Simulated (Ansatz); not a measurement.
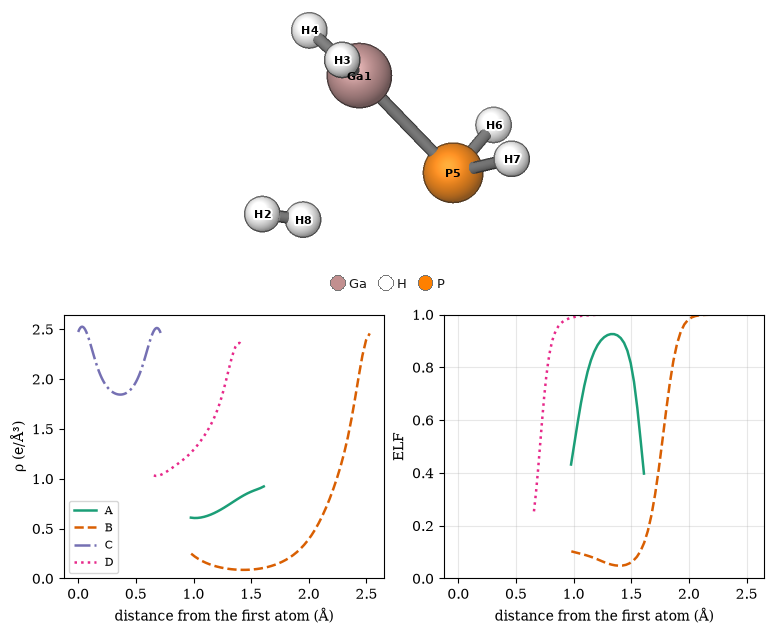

*GaH₄P···H₂. Electron density and electron localisation function along straight lines between neighbouring atoms. The curves leave out the atomic cores. The structure is drawn too.*

Not at a stationary point (largest force 1.7 eV/Å).

Method: Ansatz 0.2.0, RKS BHLYP-D4/def2-SVP.

Input file:

```
crystal:
  periodic: [false, false, false]
  atoms:
    - { symbol: Ga, position_ang: [0.0, 0.0, 0.0] }
    - { symbol: H, position_ang: [0.0, 0.0, 1.92] }
    - { symbol: H, position_ang: [1.3596, 0.0, -0.785] }
    - { symbol: H, position_ang: [-1.3596, 0.0, -0.785] }
    - { symbol: P, position_ang: [0.1083, -2.4555, 0.8167] }
    - { symbol: H, position_ang: [-0.6601, -3.2775, -0.0496] }
    - { symbol: H, position_ang: [1.4579, -2.897, 0.8134] }
    - { symbol: H, position_ang: [0.0432, -0.9792, 1.9729] }
basis:
  gaussian: { orbitals: def2-SVP }
hamiltonian:
  xc: { name: BHLYP }
  dispersion: d4
relax:
  f_tol: 0.15
  max_steps: 25
  restrain:
    - { distance: [0, 4], at: 2.29, k: 30.0 }
    - { distance: [7, 1], at: 0.66, k: 30.0 }
    - { distance: [0, 1], at: 2.77, k: 30.0 }
    - { distance: [7, 4], at: 2.62, k: 30.0 }
output:
  orbitals: {}
```

Run with:

```sh
ansatz run input.yaml --threads 1 --pin off --max-ram 2048MiB --backend cpu --events-out ev --progress --plain --runs-dir out
```

The fields are those of the run's last geometry, not of the input's.

Q: Which curve belongs to which contact (Ga–H, Ga–P, H–H and P–H)? The first atom named is at distance zero.

A: Curve A: Ga–P (2.30 Å): ρ is about 0.64 e/Å³ halfway; the ELF peaks at about 0.95 between the atoms (localised, covalent bonding). Curve B: Ga1···H8 (2.53 Å): the density falls to about 0.09 e/Å³ on the way; the ELF dips to about 0.05 between them. Curve C: H–H (0.72 Å): ρ at the midpoint is about 1.8 e/Å³; the ELF peaks at about 1 between the atoms (a covalent bond by its length). Curve D: P–H (1.42 Å): ρ at the midpoint is about 1 e/Å³; the ELF climbs to about 1 towards the hydrogen, as it does in any bond to H.
